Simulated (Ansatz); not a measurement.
## Electronic structure of CH₃SSi (SMILES C=[SiH][S-]) (charge −1) in real space

Input

```
basis:
  gaussian:
    orbitals: def2-TZVPD
crystal:
  periodic: [false, false, false]
  atoms:
    - symbol: C
      position_ang: [0.264201, 1.006598, 1.258580]
    - symbol: S
      position_ang: [2.598859, 2.713400, -0.635469]
    - symbol: Si
      position_ang: [0.787493, 2.222553, 0.140903]
    - symbol: H
      position_ang: [0.924021, 0.274934, 1.733018]
    - symbol: H
      position_ang: [-0.796434, 0.944922, 1.525426]
    - symbol: H
      position_ang: [-0.382663, 3.058603, -0.316638]
total_charge: -1
hamiltonian:
  xc: pbe0
output: {forces: true, orbitals: {seedname: orbitals}}
```

Command:

```sh
ansatz run input.yaml --threads 1 --pin off --max-ram 2610MiB --events-out events.jsonl --progress --plain --runs-dir runs
```

Geometry: PBE0-D3(BJ)/def2-SVPD.

Method: isolated molecule in a Gaussian basis; Kohn-Sham density functional theory, functional PBE0 (Ansatz 0.2.0).

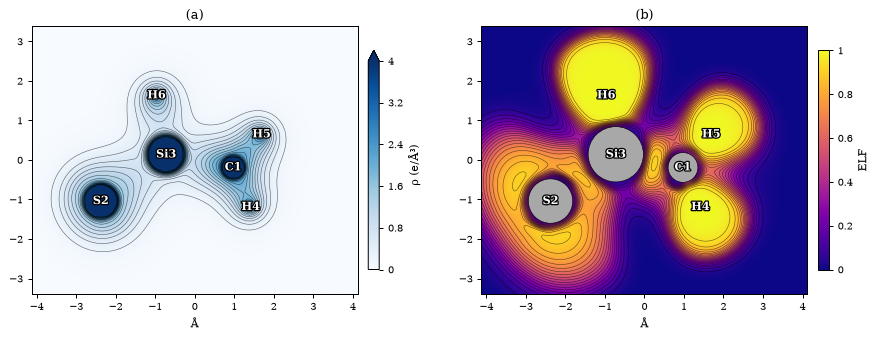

Figure 1. (a) total electron density; (b) electron localisation function on the molecular plane. Grey discs cover the atomic cores in the ELF map.

Question: Read the bonding off the picture.

Answer: Atoms in the plane: C, S, Si and H.
C–Si (1.73 Å): the density is about 1.1 e/Å³ at the midpoint; the ELF peaks at about 0.90 between the atoms (localised, covalent bonding).
Si–S (2.03 Å): ρ is about 0.94 e/Å³ halfway; the ELF peaks at about 0.85 between the atoms (a covalent bond).
C–H (1.09 Å): ρ at the midpoint is about 1.9 e/Å³; the ELF climbs to about 1 towards the hydrogen, as it does in any bond to H (a covalent bond by its length).
Si–H (1.51 Å): the density is about 0.76 e/Å³ at the midpoint; the ELF climbs to about 1 towards the hydrogen.
The ELF also peaks beside S2, away from the bonds: lone-pair regions.

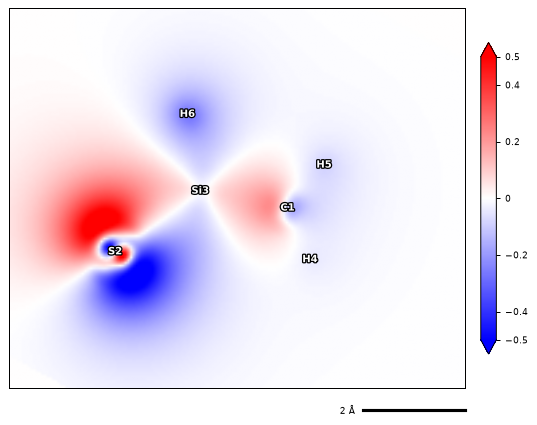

Figure 2. The HOMO−1 on the molecular plane (values in Å⁻³ᐟ²; the overall sign is arbitrary).

Question: What is the character of this orbital?

Answer: Its weight (Hirshfeld) is mainly on S2 (about 80 %); it is symmetric in the molecular plane (an in-plane orbital: σ, lone-pair or in-plane π type); largely a lone pair of S2. Its energy is −1.62 eV.

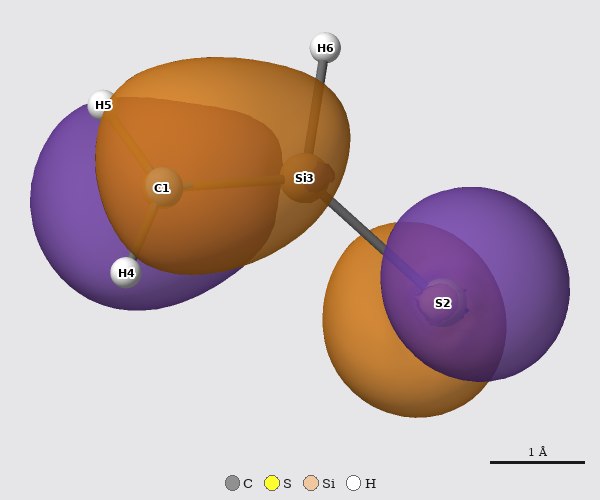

Figure 3. The HOMO at ±0.1 Å⁻³ᐟ² (orange and purple are the two phases), seen at a tilt.

Question: Describe this orbital and give its energy.

Answer: It lies mainly on C1 (about 40 %), S2 (about 30 %) and Si3 (about 20 %); it changes sign across the molecular plane (π type); π-bonding across C1–Si3; π-antibonding (a node) across S2–Si3. Its energy is −0.93 eV.
